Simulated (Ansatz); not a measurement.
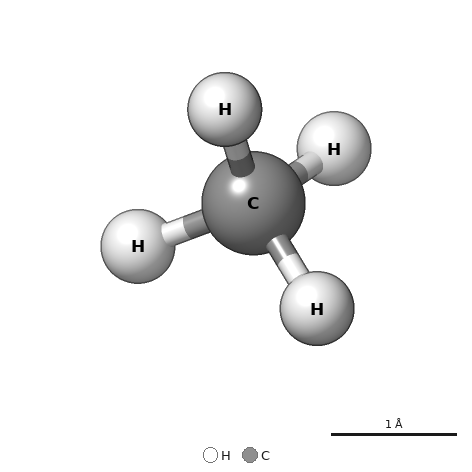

The picture shows a molecular structure as a ball-and-stick model. Every bond is drawn as one stick, whatever its order.

**Count the atoms of each element.**

CH₄, 5 atoms: 1 carbon and 4 hydrogen.

**How many sets of symmetry-equivalent atoms are there?**

2: 4 H, 1 C.

The parts below concern this one geometry. Atoms keep their numbers from picture to picture. Computed geometry: PBE0-D4/def2-TZVP optimisation.

Geometry

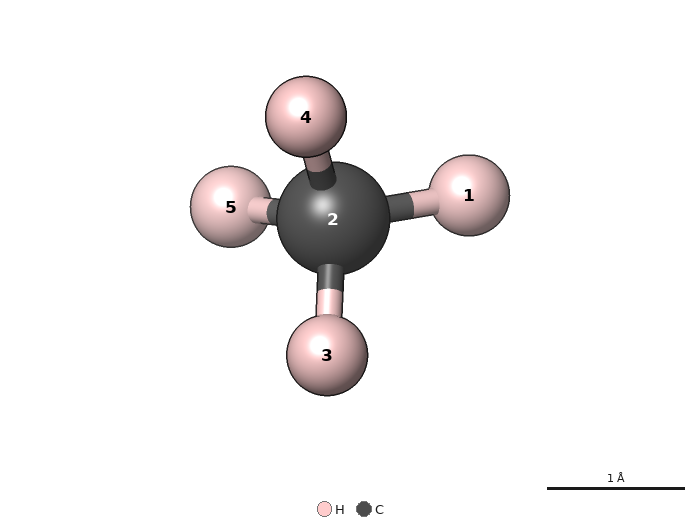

Atoms carry their numbers in the input.

List the bonds and their lengths.

```
 bond  length (Å)
H1–C2       1.090
C2–H3       1.090
C2–H4       1.090
C2–H5       1.090
```

Charges

The questions are on Mulliken charges. Level of theory: RKS PBE0-D4/def2-TZVP (Ansatz 0.2.0).

List the Mulliken charges.

```
atom  value (e)
  H1       0.13
  C2      −0.53
  H3       0.13
  H4       0.13
  H5       0.13
```

Vibrations

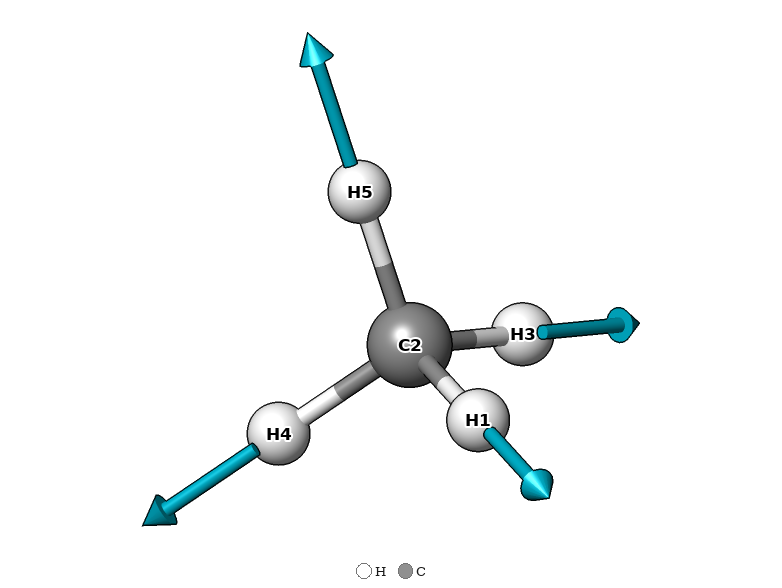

The arrows show one normal mode. Harmonic vibrations computed with RKS PBE0-D4/def2-TZVP (Ansatz 0.2.0) at a stationary point of the same level.

**Describe the motion.**

Mostly in-phase stretching of 4 C–H bonds.

**Estimate its harmonic wavenumber.**

3048 cm⁻¹; it is mode 6 of 9 counted from the lowest.

Thermal motion

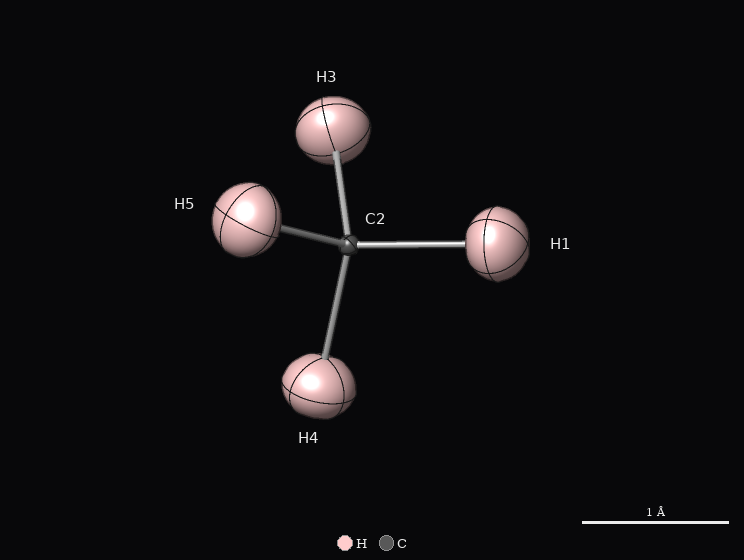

Displacement ellipsoids at the 50 % level, enlarged 2 times, from the internal vibrations of the free molecule (harmonic, no overall translation or rotation; no half-axis is drawn under 0.075 Å). Vibrations computed with RKS PBE0-D4/def2-TZVP (Ansatz 0.2.0). Temperature: 600 K.

**Which atom has the largest mean-square displacement?**

H1, H3, H4, H5, with U_eq = 0.0064 Å².

List U_eq and the three principal root-mean-square amplitudes for each kind of atom.

```
          atom  U_eq (Å²)   rms amplitudes (Å)
H1, H3, H4, H5     0.0064  0.071, 0.084, 0.084
            C2    0.00022  0.015, 0.015, 0.015
```

Mulliken values depend strongly on the basis set and can even reverse the polarity of a bond.
